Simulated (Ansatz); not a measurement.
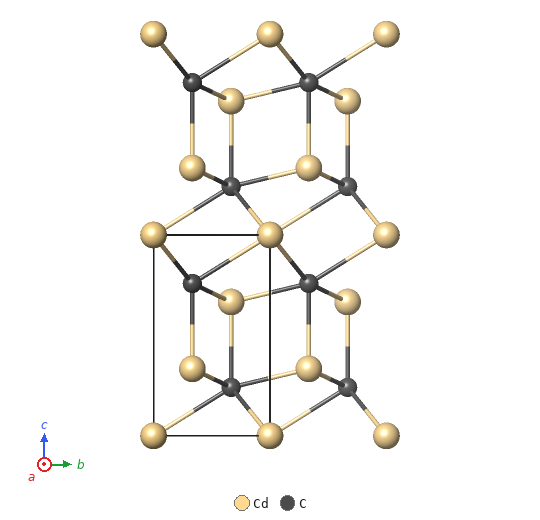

The picture looks along a close-packed row of the hexagonal mesh; c points upwards. Every atom sits on one of the three columns of the mesh; call them A, B, C in the order in which they first turn up. The sequence starts with the first layer at or above the cell's origin.

Cd3C2 (space group P-3m1, No. 164). Coordinates: the geometry relaxed with Ansatz, DFT r2SCAN, scalar-relativistic, plane waves, PAW; the starting structure was generated, so it need not be a known form of this composition.

> Give the sequence of layers in one repeat, with element and column.

Cd(A) – C(B) – Cd(C) – Cd(B) – C(C) (five layers in 5.87 Å).

> How are the C layers alone stacked?

C layers alone: BC, the hexagonal close-packed type.

> Which positions between or in the C layers do the other atoms fill?

Cd: two tetrahedral sites and one octahedral site in each hexagonal cell.
